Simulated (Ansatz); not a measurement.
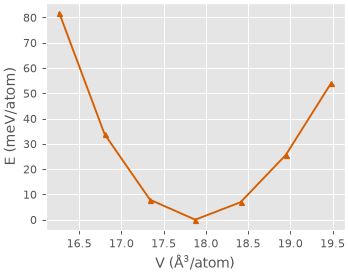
SnAu₅ in space group R32 (No. 155; Sn on 3a, Au on 6c, Au on 9e) under volume change, DFT-PBEsol in the program Ansatz with PAW potentials, shape and atoms relaxed at each volume.

### Question
What does a third-order Birch–Murnaghan fit give for V₀, B₀ and B′?

### Answer
V₀ = 17.87 Å³/atom, B₀ = 146 GPa, B′ = 5.9.

The workflow started from a Materials Project entry (that database holds measured and hypothetical structures alike); the Crystallography Open Database files this formula in space group No. 155, but the cells were not matched. Whether it is the stable phase at ambient conditions was not checked. Symmetry was held in the PBEsol relaxation; its stability against distortions is not shown here. Spin–orbit coupling is left out wherever it is not named.

Potentials: the later of the program's two PAW sets.
